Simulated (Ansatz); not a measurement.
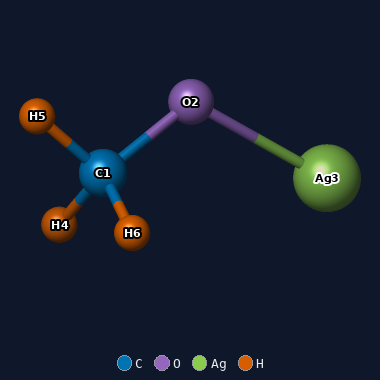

The system is CH₃AgO, SMILES C[O][Ag]; the picture shows the reference structure. Coordinates scanned: (1) angle H5–C1–O2; (2) angle H6–C1–O2. Nothing is relaxed (all other coordinates rigid). The grid has 9 × 9 points. Points are written as (first, second). Energies are in kJ/mol, from the relaxed molecule at the same level. All numbers below come from RKS r2SCAN-D4/def2-TZVP in Ansatz 0.2.0.

Its coordinates:

```xyz
6

C    -0.4059    0.1986   -0.2087
O     0.9201   -0.1967   -0.4162
Ag    1.9001   -1.0387    1.1244
H    -1.0824   -0.6333    0.0434
H    -0.7684    0.6321   -1.1542
H    -0.5215    0.9739    0.5652
```

Range: angle H5–C1–O2 from 82.2 to 132.2°; angle H6–C1–O2 from 88.7 to 138.7°.

Q: What landscape does the calculation give?

A: The lowest grid point is at (107.2°, 113.7°), 0 kJ/mol from the relaxed molecule at the same level. It is the only kind of minimum in the scanned range. The highest grid point, (132.2°, 138.7°), lies 149 kJ/mol above the lowest. Round the minimum the two coordinates are weakly coupled (coupling 0.11 in units of the two stiffnesses).

| angle H6–C1–O2 ↓, angle H5–C1–O2 → | 82.2 | 88.5 | 94.7 | 101.0 | 107.2 | 113.5 | 119.7 | 126.0 | 132.2 |
| --- | --- | --- | --- | --- | --- | --- | --- | --- | --- |
| 138.7 | 112 | 86 | 68 | 60 | 61 | 70 | 88 | 115 | 149 |
| 132.5 | 90 | 63 | 45 | 35 | 35 | 42 | 58 | 82 | 114 |
| 126.2 | 74 | 47 | 28 | 17 | 15 | 22 | 36 | 58 | 87 |
| 120.0 | 66 | 38 | 18 | 7 | 4 | 9 | 21 | 42 | 69 |
| 113.7 | 64 | 36 | 16 | 4 | 0 | 4 | 15 | 34 | 60 |
| 107.5 | 70 | 41 | 21 | 9 | 4 | 7 | 17 | 35 | 59 |
| 101.2 | 84 | 55 | 34 | 21 | 16 | 19 | 28 | 45 | 68 |
| 95.0 | 106 | 76 | 56 | 42 | 37 | 39 | 47 | 63 | 85 |
| 88.7 | 136 | 107 | 86 | 73 | 67 | 68 | 76 | 92 | 113 |

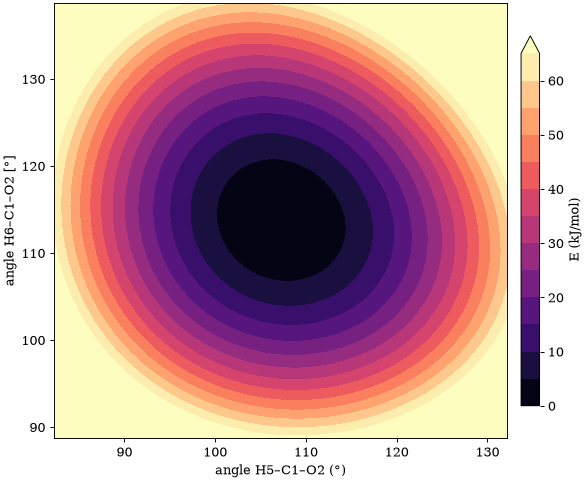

In the figure: filled contours, one colour for all values above the top of the scale. Between grid points the surface is interpolated.

The whole map (81 points run) took 9.6 min on 1 thread of Arm Neoverse V1, on a shared host.
